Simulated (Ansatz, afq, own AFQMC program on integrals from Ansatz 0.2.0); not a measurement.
# ZrCl (quartet): AFQMC on the coupled-cluster ladder, def2-TZVP

Aim: compute ZrCl (quartet) with auxiliary-field quantum Monte Carlo on the same integrals as coupled cluster, and set the energies side by side.

Method: def2-TZVP, frozen cores; program: Ansatz 0.2.0, Gaussian basis, and an in-house AFQMC program (afq) on its integrals; all values are calculated.

The runs, in order: CCSD(T) on UHF; PBE (unrestricted); CCSDT(Q) on UHF; r2SCAN (unrestricted); PBE0 (unrestricted); B3LYP (unrestricted); CCSD(T) on UHF; wB97M-V (unrestricted); B2PLYP (unrestricted); CCSD(T) on UHF; Phaseless AFQMC, CISD trial on UHF; Phaseless AFQMC, single-determinant trial on UHF; Free-projection AFQMC, CISD trial on UHF.

1 further run of the same task is left out (it didn't finish).

### 1 The geometry

The geometry is a PBE0/def2-TZVP stationary point (not a proven minimum). No spin-orbit coupling is included. Elements past krypton take def2 core potentials.

2 atoms, charge 0, spin multiplicity 4.

Atoms are counted from 1 here; the program's logs count them from 0.

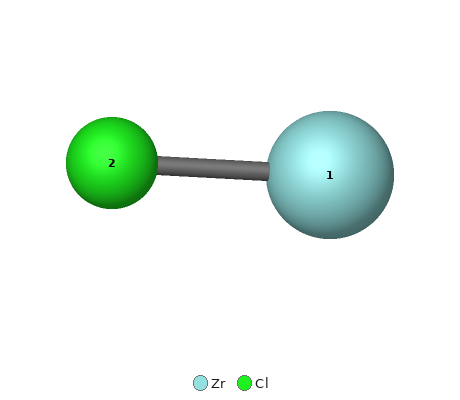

The structure; zirconium light teal, chlorine green; atoms are numbered from 1 in the order of the file.

### 2 CCSD(T) on UHF

in.yaml reads:

```yaml
crystal:
  periodic: [false, false, false]
  atoms:
    - {symbol: Zr, position_ang: [0.000000, 0.000000, 0.000000]}
    - {symbol: Cl, position_ang: [0.000000, 0.000000, 2.344575]}
basis:
  gaussian: {orbitals: def2-TZVP}
magnetization: {spin_polarized: true, initial_magnetization: 3}
correlation: {method: ccsd_t, electrons: outside_noble_gas, hamiltonian_folder: ham}
```

The run is started by

```console
> ansatz run in.yaml --threads 1 --pin off --events-out ev --progress --plain --max-ram 24576MiB --backend cuda --devices 0, --max-vram 18GiB
```

Output (excerpt; [...] marks lines left out):

```text
Functional definition: HF
  name "HF"
  cite "Fock, Z. Phys. 61, 126 (1930) doi:10.1007/BF01340294"
  parent pbe
[...]
581 factors; integrals over basis functions are off by at most 5.9e-4 eV
[...]
mean field -13770.73545514 eV, -506.0651938367 hartree, gradient 6.3e-6 eV, S^2 3.756949; 37 other end points of the search recorded, 0 dependent functions left out
determinant -13770.73545514 eV, -506.0651938367 hartree, with singles and doubles -13777.36749163 eV, -506.3089166824 hartree
determinant -13770.64825704 eV, -506.0619893657 hartree, with singles and doubles -13777.27427920 eV, -506.3054911887 hartree
determinant -13770.56357529 eV, -506.0588773686 hartree, with singles and doubles -13777.25079488 eV, -506.3046281558 hartree
determinant -13770.44481151 eV, -506.0545128802 hartree, with singles and doubles -13777.24547085 eV, -506.3044325014 hartree
determinant -13770.38676806 eV, -506.0523798226 hartree, with singles and doubles -13776.94641756 eV, -506.2934424955 hartree
determinant -13769.98192223 eV, -506.0375020131 hartree, with singles and doubles -13776.73840954 eV, -506.2857983419 hartree
determinant -13769.18271518 eV, -506.0081316957 hartree, with singles and doubles -13775.88587218 eV, -506.2544681719 hartree
determinant -13769.17912366 eV, -506.0079997096 hartree, with singles and doubles -13775.91956777 eV, -506.2557064619 hartree
[...]
determinant -13769.02616823 eV, -506.0023787012 hartree, with singles and doubles -13775.73573042 eV, -506.2489505639 hartree
determinant -13768.69027821 eV, -505.9900349707 hartree, with singles and doubles -13775.44263376 eV, -506.2381794603 hartree
determinant -13768.28629701 eV, -505.9751889355 hartree, with singles and doubles -13775.04081130 eV, -506.2234127571 hartree
determinant -13767.48852494 eV, -505.9458713527 hartree, with singles and doubles -13774.13310999 eV, -506.1900553493 hartree
determinant -13770.73545514 eV, -506.0651938367 hartree, with singles and doubles -13777.36359543 eV, -506.3087734996 hartree
determinant -13770.64825704 eV, -506.0619893657 hartree, with singles and doubles -13777.27548797 eV, -506.3055356101 hartree
determinant -13770.56357529 eV, -506.0588773686 hartree, with singles and doubles -13777.25618565 eV, -506.3048262631 hartree
determinant -13770.44481151 eV, -506.0545128802 hartree, with singles and doubles -13777.25545743 eV, -506.3047995015 hartree
determinant -13770.38676806 eV, -506.0523798226 hartree, with singles and doubles -13776.94315133 eV, -506.2933224640 hartree
9 core orbitals not correlated: weight in the atoms' cores, before any rotation towards them, 0.990 or more for the frozen orbitals, at most 0.008 for the correlated occupied ones
reference -13770.73545514 eV, -506.0651938367 hartree; 7, 4 occupied and 61, 64 virtual orbitals, 581 factors
second order -6.05973562 eV of doubles, -0.00000000 eV of singles
cycle   1  -6.62813973 eV  change    5.6e-7 eV  update   4.2e-6
perturbative correction -0.28251685 eV, -0.0103823027 hartree
Total energy: -13777.64611172 eV, -506.3191557818 hartree
```

It took 17 s on 1 × NVIDIA H100 80GB HBM3 with 1 thread of AMD EPYC 7R13 (Zen 3), shared host; peak host memory 0.79 GiB.

From the report: ⟨S²⟩ of the determinant 3.757 (pure quartet: 3.75); correlation -6.9107 eV; T1 0.023; largest double amplitude 0.04.

This run also writes the integrals to the folder ham.

### 3 PBE (unrestricted)

in.yaml, as its differences from that of step 2:

```diff
@@ -8,2 +8,3 @@
 magnetization: {spin_polarized: true, initial_magnetization: 3}
-correlation: {method: ccsd_t, electrons: outside_noble_gas, hamiltonian_folder: ham}
+hamiltonian: {xc: {name: PBE}}
+output: {orbitals: {seedname: orbitals}}
```

The run is started by

```console
> ansatz run in.yaml --threads 1 --pin off --events-out ev --progress --plain --max-ram 8192MiB --backend cpu
```

Output (excerpt; [...] marks lines left out):

```text
Functional definition: PBE
  name "PBE"
  cite "Perdew, Burke & Ernzerhof, Phys. Rev. Lett. 77, 3865 (1996) doi:10.1103/PhysRevLett.77.3865"
  parent pbe
[...]
577 factors; their error is unknown
[...]
mean field -13797.43025632 eV, -507.0462096856 hartree, gradient 1.4e-5 eV, S^2 3.754790; 20 other end points of the search recorded, 0 dependent functions left out
reference -13797.43029944 eV, -507.0462112701 hartree; 16, 13 occupied and 61, 64 virtual orbitals, 577 factors
Total energy: -13797.43029944 eV, -507.0462112701 hartree
```

Run time: 20 s. Hardware: 1 thread of AMD EPYC 7R13 (Zen 3), shared host; peak memory 0.72 GiB.

From the report: ⟨S²⟩ of the determinant 3.755 (pure quartet: 3.75).

### 4 CCSDT(Q) on UHF

in.yaml, as its differences from that of step 3:

```diff
@@ -8,3 +8,2 @@
 magnetization: {spin_polarized: true, initial_magnetization: 3}
-hamiltonian: {xc: {name: PBE}}
-output: {orbitals: {seedname: orbitals}}
+correlation: {method: ccsdt_q, electrons: outside_noble_gas}
```

The run is started by

```console
> ansatz run in.yaml --threads 1 --pin off --events-out ev --progress --plain --max-ram 24576MiB --backend cuda --devices 0, --max-vram 18GiB
```

Output (excerpt; [...] marks lines left out):

```text
Functional definition: HF
  name "HF"
  cite "Fock, Z. Phys. 61, 126 (1930) doi:10.1007/BF01340294"
  parent pbe
[...]
1045 factors; integrals over basis functions are off by at most 2.1e-7 eV
[...]
mean field -13770.73548022 eV, -506.0651947584 hartree, gradient 6.9e-6 eV, S^2 3.756949; 36 other end points of the search recorded, 0 dependent functions left out
determinant -13770.73548022 eV, -506.0651947584 hartree, with singles and doubles -13777.36804928 eV, -506.3089371754 hartree
determinant -13770.64828043 eV, -506.0619902251 hartree, with singles and doubles -13777.27455369 eV, -506.3055012760 hartree
determinant -13770.56359928 eV, -506.0588782504 hartree, with singles and doubles -13777.25137288 eV, -506.3046493970 hartree
determinant -13770.44484485 eV, -506.0545141054 hartree, with singles and doubles -13777.24620025 eV, -506.3044593062 hartree
[...]
determinant -13770.56359928 eV, -506.0588782504 hartree, with singles and doubles -13777.25620802 eV, -506.3048270852 hartree
determinant -13770.44484485 eV, -506.0545141054 hartree, with singles and doubles -13777.25548866 eV, -506.3048006492 hartree
determinant -13770.38678811 eV, -506.0523805597 hartree, with singles and doubles -13776.94317079 eV, -506.2933231792 hartree
9 core orbitals not correlated: weight in the atoms' cores, before any rotation towards them, 0.990 or more for the frozen orbitals, at most 0.008 for the correlated occupied ones
reference -13770.73548022 eV, -506.0651947584 hartree; 7, 4 occupied and 61, 64 virtual orbitals, 1045 factors
second order -6.05974787 eV of doubles, -0.00000000 eV of singles
cycle   1  -6.44161682 eV  change   -3.8e-1 eV  update   7.4e-2
[...]
cycle  12  -6.93029929 eV  change    3.3e-7 eV  update   4.7e-7
perturbative correction -0.01402455 eV, -0.0005153926 hartree
Total energy: -13777.67980406 eV, -506.3203939526 hartree
```

Run time: 42 s. Hardware: 1 × NVIDIA H100 80GB HBM3 with 1 thread of AMD EPYC 7R13 (Zen 3), shared host; peak host memory 0.94 GiB.

From the report: ⟨S²⟩ of the determinant 3.757 (pure quartet: 3.75); correlation -6.9443 eV; T1 0.024; largest double amplitude 0.04.

### 5 r2SCAN (unrestricted)

in.yaml, as its differences from that of step 4:

```diff
@@ -8,2 +8,2 @@
 magnetization: {spin_polarized: true, initial_magnetization: 3}
-correlation: {method: ccsdt_q, electrons: outside_noble_gas}
+hamiltonian: {xc: {name: r2SCAN}}
```

The run is started by

```console
> ansatz run in.yaml --threads 1 --pin off --events-out ev --progress --plain --max-ram 8192MiB --backend cpu
```

Output (excerpt; [...] marks lines left out):

```text
Functional definition: r2SCAN
  name "r2SCAN"
  cite "Furness, Kaplan, Ning, Perdew & Sun, J. Phys. Chem. Lett. 11, 8208 (2020) doi:10.1021/acs.jpclett.0c02405"
  cite "Furness, Kaplan, Ning, Perdew & Sun, J. Phys. Chem. Lett. 11, 9248 (2020) doi:10.1021/acs.jpclett.0c03077"
  parent r2scan
[...]
577 factors; their error is unknown
[...]
mean field -13802.18730316 eV, -507.2210279325 hartree, gradient 5.9e-6 eV, S^2 3.756646; 21 other end points of the search recorded, 0 dependent functions left out
reference -13802.18732568 eV, -507.2210287601 hartree; 16, 13 occupied and 61, 64 virtual orbitals, 577 factors
Total energy: -13802.18732568 eV, -507.2210287601 hartree
```

It took 47 s on 1 thread of AMD EPYC 7R13 (Zen 3), shared host; peak memory 0.72 GiB.

From the report: ⟨S²⟩ of the determinant 3.757 (pure quartet: 3.75).

### 6 PBE0 (unrestricted)

in.yaml, as its differences from that of step 5:

```diff
@@ -8,2 +8,3 @@
 magnetization: {spin_polarized: true, initial_magnetization: 3}
-hamiltonian: {xc: {name: r2SCAN}}
+hamiltonian: {xc: {name: PBE0}}
+output: {orbitals: {seedname: orbitals}}
```

The command is unchanged.

Output:

```text
Functional definition: PBE0
  name "PBE0"
  cite "Adamo & Barone, J. Chem. Phys. 110, 6158 (1999) doi:10.1063/1.478522"
  cite "Perdew, Burke & Ernzerhof, Phys. Rev. Lett. 77, 3865 (1996) doi:10.1103/PhysRevLett.77.3865"
  parent pbe
  parameter a = 0.25
  parameter kappa = 0.804
  parameter beta = 0.06672455060314922
  exchange = (1 - a)*pbe_x(kappa = kappa, mu = beta*pi^2/3) + a*exact_x
  correlation = pbe_c(beta = beta)
667 factors; their error is unknown
mean field evaluation 1: about -13796.7872 eV, gradient 1.3e1 eV
mean field evaluation 2: about -13797.1132 eV, gradient 1.2e1 eV
mean field evaluation 4: about -13797.7209 eV, gradient 6.1e-1 eV
mean field evaluation 8: about -13797.7838 eV, gradient 7.2e-2 eV
mean field evaluation 16: about -13797.7838 eV, gradient 2.0e-4 eV
mean field evaluation 32: about -13797.8982 eV, gradient 6.9e-4 eV
mean field -13797.89823783 eV, -507.0634076887 hartree, gradient 1.1e-5 eV, S^2 3.754387; 9 other end points of the search recorded, 0 dependent functions left out
reference -13797.89827000 eV, -507.0634088712 hartree; 16, 13 occupied and 61, 64 virtual orbitals, 667 factors
Total energy: -13797.89827000 eV, -507.0634088712 hartree
```

Wall time 10 s (1 thread of AMD EPYC 7R13 (Zen 3), shared host); peak memory 0.72 GiB.

From the report: ⟨S²⟩ of the determinant 3.754 (pure quartet: 3.75).

### 7 B3LYP (unrestricted)

in.yaml, as its differences from that of step 6:

```diff
@@ -8,3 +8,2 @@
 magnetization: {spin_polarized: true, initial_magnetization: 3}
-hamiltonian: {xc: {name: PBE0}}
-output: {orbitals: {seedname: orbitals}}
+hamiltonian: {xc: {name: B3LYP}}
```

Same command.

Output (excerpt; [...] marks lines left out):

```text
Functional definition: B3LYP
  name "B3LYP"
  cite "Stephens, Devlin, Chabalowski & Frisch, J. Phys. Chem. 98, 11623 (1994) doi:10.1021/j100096a001"
  cite "Becke, Phys. Rev. A 38, 3098 (1988) doi:10.1103/PhysRevA.38.3098"
  cite "Lee, Yang & Parr, Phys. Rev. B 37, 785 (1988) doi:10.1103/PhysRevB.37.785"
  cite "Vosko, Wilk & Nusair, Can. J. Phys. 58, 1200 (1980) doi:10.1139/p80-159"
[...]
618 factors; their error is unknown
[...]
mean field -13803.10252274 eV, -507.2546616319 hartree, gradient 1.6e-5 eV, S^2 3.752412; 7 other end points of the search recorded, 0 dependent functions left out
reference -13803.10271592 eV, -507.2546687309 hartree; 16, 13 occupied and 61, 64 virtual orbitals, 618 factors
Total energy: -13803.10271592 eV, -507.2546687309 hartree
```

Wall time 9.5 s (1 thread of AMD EPYC 7R13 (Zen 3), shared host); peak memory 0.72 GiB.

From the report: ⟨S²⟩ of the determinant 3.752 (pure quartet: 3.75).

### 8 CCSD(T) on UHF

in.yaml, as its differences from that of step 7:

```diff
@@ -6,4 +6,4 @@
 basis:
-  gaussian: {orbitals: def2-TZVP}
+  gaussian: {orbitals: def2-TZVPP}
 magnetization: {spin_polarized: true, initial_magnetization: 3}
-hamiltonian: {xc: {name: B3LYP}}
+correlation: {method: ccsd_t, electrons: outside_noble_gas}
```

The run is started by

```console
> ansatz run in.yaml --threads 1 --pin off --events-out ev --progress --plain --max-ram 24576MiB --backend cuda --devices 0, --max-vram 18GiB
```

Output (excerpt; [...] marks lines left out):

```text
Functional definition: HF
  name "HF"
  cite "Fock, Z. Phys. 61, 126 (1930) doi:10.1007/BF01340294"
  parent pbe
[...]
627 factors; integrals over basis functions are off by at most 7.9e-4 eV
[...]
mean field -13770.81448437 eV, -506.0680981072 hartree, gradient 5.5e-6 eV, S^2 3.757384; 35 other end points of the search recorded, 0 dependent functions left out
determinant -13770.81448437 eV, -506.0680981072 hartree, with singles and doubles -13777.67624218 eV, -506.3202630556 hartree
determinant -13770.72901229 eV, -506.0649570664 hartree, with singles and doubles -13777.57907526 eV, -506.3166922373 hartree
determinant -13770.63561896 eV, -506.0615249248 hartree, with singles and doubles -13777.55551499 eV, -506.3158264134 hartree
determinant -13770.50307819 eV, -506.0566541412 hartree, with singles and doubles -13777.56699257 eV, -506.3162482067 hartree
[...]
determinant -13770.72901229 eV, -506.0649570664 hartree, with singles and doubles -13777.58020584 eV, -506.3167337853 hartree
determinant -13770.63561896 eV, -506.0615249248 hartree, with singles and doubles -13777.55794884 eV, -506.3159158558 hartree
determinant -13770.50307819 eV, -506.0566541412 hartree, with singles and doubles -13777.56696722 eV, -506.3162472752 hartree
determinant -13770.46739103 eV, -506.0553426624 hartree, with singles and doubles -13777.23825729 eV, -506.3041674079 hartree
9 core orbitals not correlated: weight in the atoms' cores, before any rotation towards them, 0.990 or more for the frozen orbitals, at most 0.008 for the correlated occupied ones
reference -13770.81448437 eV, -506.0680981072 hartree; 7, 4 occupied and 82, 85 virtual orbitals, 627 factors
second order -6.29362538 eV of doubles, -0.00000000 eV of singles
cycle   1  -6.85927879 eV  change   -1.3e-7 eV  update   4.1e-6
perturbative correction -0.30458999 eV, -0.0111934757 hartree
Total energy: -13777.97835315 eV, -506.3313654292 hartree
```

It took 62 s on 1 × NVIDIA H100 80GB HBM3 with 1 thread of AMD EPYC 7R13 (Zen 3), shared host; peak host memory 0.8 GiB.

From the report: ⟨S²⟩ of the determinant 3.757 (pure quartet: 3.75); correlation -7.1639 eV; T1 0.026; largest double amplitude 0.03.

### 9 wB97M-V (unrestricted)

in.yaml reads:

```yaml
crystal:
  periodic: [false, false, false]
  atoms:
    - {symbol: Zr, position_ang: [0.000000, 0.000000, 0.000000]}
    - {symbol: Cl, position_ang: [0.000000, 0.000000, 2.344575]}
basis:
  gaussian: {orbitals: def2-TZVP}
magnetization: {spin_polarized: true, initial_magnetization: 3}
hamiltonian: {xc: {name: wB97M-V}}
output: {orbitals: {seedname: orbitals}}
```

The run is started by

```console
> ansatz run in.yaml --threads 1 --pin off --events-out ev --progress --plain --max-ram 8192MiB --backend cpu
```

Output (excerpt; [...] marks lines left out):

```text
Functional definition: wB97M-V
  name "wB97M-V"
  cite "Mardirossian & Head-Gordon, J. Chem. Phys. 144, 214110 (2016) doi:10.1063/1.4952647"
  cite "Becke, J. Chem. Phys. 107, 8554 (1997) doi:10.1063/1.475007"
  cite "Vydrov & Van Voorhis, J. Chem. Phys. 133, 244103 (2010) doi:10.1063/1.3521275"
  # Of w^i u^j: cxij and so on, Table III.
[...]
  gx(w, u) = 1 - cx + cx01*u + cx10*w
  gss(w, u) = css00 + css04*u^4 + css10*w + css20*w^2 + css43*w^4*u^3
  gos(w, u) = cos00 + cos10*w + (cos20 + cos21*u)*w^2 + (cos60 + cos61*u)*w^6
[...]
      + integral(e_c_pw_mod_opposite_spin*gos(b97_w_opposite, b97_u_opposite)) + vv10(b, c)
615 factors; their error is unknown
135 factors; integrals over basis functions are off by at most 6.3e-5 eV
[...]
mean field -13799.26879571 eV, -507.1137747620 hartree, gradient 5.3e-6 eV, S^2 3.752928; 6 other end points of the search recorded, 0 dependent functions left out
reference -13799.26883804 eV, -507.1137763178 hartree; 16, 13 occupied and 61, 64 virtual orbitals, 615 factors
Total energy: -13799.26883804 eV, -507.1137763178 hartree
```

Run time: 39 s. Hardware: 1 thread of AMD EPYC 7R13 (Zen 3), shared host; peak memory 0.72 GiB.

From the report: ⟨S²⟩ of the determinant 3.753 (pure quartet: 3.75).

### 10 B2PLYP (unrestricted)

in.yaml, as its differences from that of step 9:

```diff
@@ -8,3 +8,3 @@
 magnetization: {spin_polarized: true, initial_magnetization: 3}
-hamiltonian: {xc: {name: wB97M-V}}
-output: {orbitals: {seedname: orbitals}}
+hamiltonian: {xc: {name: B2PLYP}}
+correlation: {electrons: outside_noble_gas}
```

Same command.

Output (excerpt; [...] marks lines left out):

```text
Functional definition: B2PLYP
  name "B2PLYP"
  cite "Grimme, J. Chem. Phys. 124, 034108 (2006) doi:10.1063/1.2148954"
  cite "Becke, Phys. Rev. A 38, 3098 (1988) doi:10.1103/PhysRevA.38.3098"
  cite "Lee, Yang & Parr, Phys. Rev. B 37, 785 (1988) doi:10.1103/PhysRevB.37.785"
[...]
581 factors; integrals over basis functions are off by at most 5.9e-4 eV
[...]
mean field -13792.28012687 eV, -506.8569459192 hartree, gradient 2.2e-6 eV, S^2 3.753459; 9 other end points of the search recorded, 0 dependent functions left out
9 core orbitals not correlated: weight in the atoms' cores, before any rotation towards them, 0.993 or more for the frozen orbitals, at most 0.005 for the correlated occupied ones
reference -13792.28024706 eV, -506.8569503363 hartree; 7, 4 occupied and 61, 64 virtual orbitals, 581 factors
second order -7.57190108 eV of doubles, -0.00000000 eV of singles
Total energy: -13794.32466036 eV, -506.9320811390 hartree
```

Wall time 14 s (1 thread of AMD EPYC 7R13 (Zen 3), shared host); peak memory 0.72 GiB.

From the report: ⟨S²⟩ of the determinant 3.753 (pure quartet: 3.75).

### 11 CCSD(T) on UHF

in.yaml reads:

```yaml
crystal:
  periodic: [false, false, false]
  atoms:
    - {symbol: Zr, position_ang: [0.000000, 0.000000, 0.000000]}
    - {symbol: Cl, position_ang: [0.000000, 0.000000, 2.344575]}
basis:
  gaussian: {orbitals: "def2-QZVPP.json"}
magnetization: {spin_polarized: true, initial_magnetization: 3}
correlation: {method: ccsd_t, electrons: outside_noble_gas}
```

The run is started by

```console
> ansatz run in.yaml --threads 1 --pin off --events-out ev --progress --plain --max-ram 24576MiB --backend cuda --devices 0, --max-vram 18GiB
```

Output (excerpt; [...] marks lines left out):

```text
Functional definition: HF
  name "HF"
  cite "Fock, Z. Phys. 61, 126 (1930) doi:10.1007/BF01340294"
  parent pbe
[...]
919 factors; integrals over basis functions are off by at most 1.0e-3 eV
[...]
mean field -13771.20842373 eV, -506.0825751117 hartree, gradient 2.0e-6 eV, S^2 3.757741; 36 other end points of the search recorded, 0 dependent functions left out
determinant -13771.20842373 eV, -506.0825751117 hartree, with singles and doubles -13778.69364356 eV, -506.3576518668 hartree
determinant -13771.12683500 eV, -506.0795767812 hartree, with singles and doubles -13778.60050286 eV, -506.3542290093 hartree
determinant -13771.02884749 eV, -506.0759758066 hartree, with singles and doubles -13778.57678906 eV, -506.3533575430 hartree
determinant -13770.88351493 eV, -506.0706349336 hartree, with singles and doubles -13778.57735511 eV, -506.3533783450 hartree
[...]
determinant -13771.12683500 eV, -506.0795767812 hartree, with singles and doubles -13778.55975400 eV, -506.3527315164 hartree
determinant -13771.02884749 eV, -506.0759758066 hartree, with singles and doubles -13778.53478270 eV, -506.3518138381 hartree
determinant -13770.88351493 eV, -506.0706349336 hartree, with singles and doubles -13778.53080014 eV, -506.3516674815 hartree
determinant -13770.87580487 eV, -506.0703515942 hartree, with singles and doubles -13778.22738396 eV, -506.3405171425 hartree
9 core orbitals not correlated: weight in the atoms' cores, before any rotation towards them, 0.990 or more for the frozen orbitals, at most 0.008 for the correlated occupied ones
reference -13771.20842373 eV, -506.0825751117 hartree; 7, 4 occupied and 135, 138 virtual orbitals, 919 factors
second order -6.90808975 eV of doubles, -0.00000000 eV of singles
cycle   1  -7.44049438 eV  change   -1.5e-6 eV  update   5.5e-6
perturbative correction -0.36036509 eV, -0.0132431727 hartree
Total energy: -13779.00928319 eV, -506.3692514093 hartree
```

Wall time 72 s (1 × NVIDIA H100 80GB HBM3 with 1 thread of AMD EPYC 7R13 (Zen 3), shared host); peak host memory 0.92 GiB.

From the report: ⟨S²⟩ of the determinant 3.758 (pure quartet: 3.75); correlation -7.8009 eV; T1 0.025; largest double amplitude 0.02.

[end of part 1 of 2]
